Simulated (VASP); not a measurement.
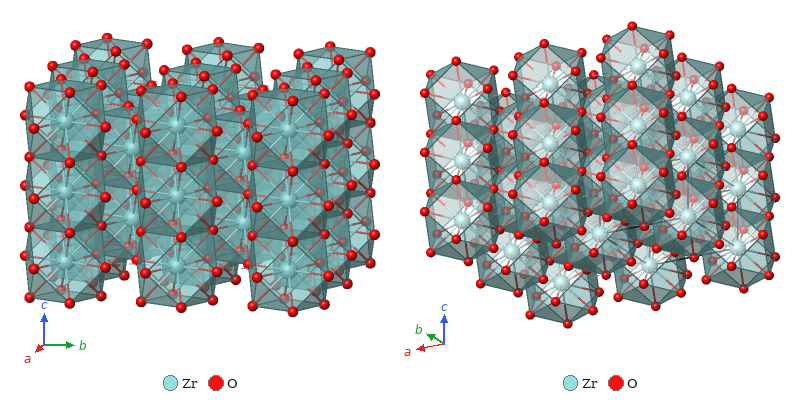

Polyhedra are drawn about Zr (bonds: O–Zr below 2.7 Å); other atoms are plain spheres. Two views of the same piece.

ZrO₄ (space group I4/m, No. 87). Coordinates: a model structure set up as the input of an electronic-structure calculation (not necessarily at equilibrium).

Question: What figure surrounds each Zr atom, and what does it share with the other drawn polyhedra?

Answer: Zr: ZrO12 cuboctahedron, sharing edges with eight neighbours and faces with two neighbours.

Question: What is the connectivity of the polyhedra: isolated, groups, chains, layers or framework?

Answer: They form a three-dimensional framework of edge- and face-sharing cuboctahedra.
